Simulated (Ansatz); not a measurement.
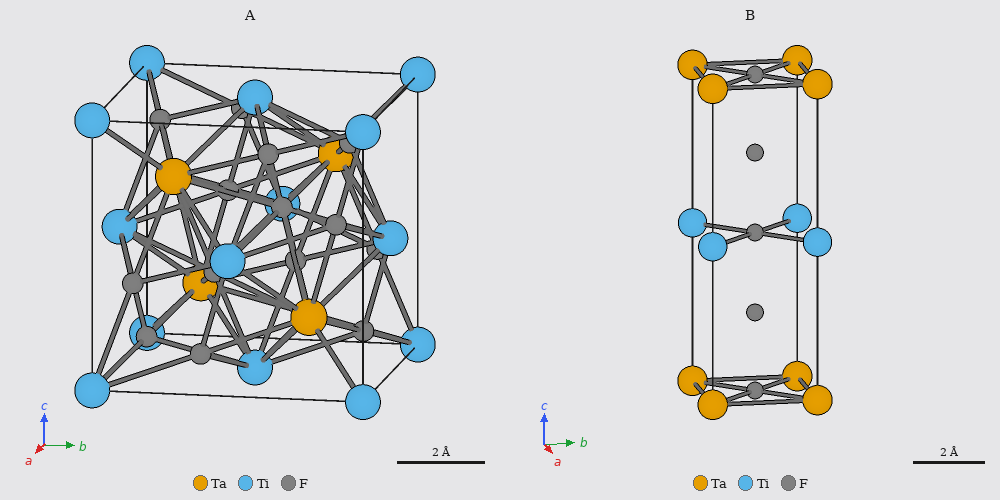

Two structures of TaTiF4, each relaxed to rest (conventional cells in solid outline, small ones repeated, not to one scale). Method: DFT PBE, scalar-relativistic, plane waves, PAW (Ansatz), with collinear spins.

What structure does each panel show?

Answer. A: 24 atoms a cell on a face-centred cubic lattice, F-43m. B: 6 atoms a cell on a primitive tetragonal lattice, P4/mmm.

Which form lies lower?

Answer. B is lower, by 290 meV/atom at this level of theory (energies at zero smearing). Volumes: A 11.0, B 14.1 Å³/atom.

One or both may be structure types tried for this composition rather than known phases.
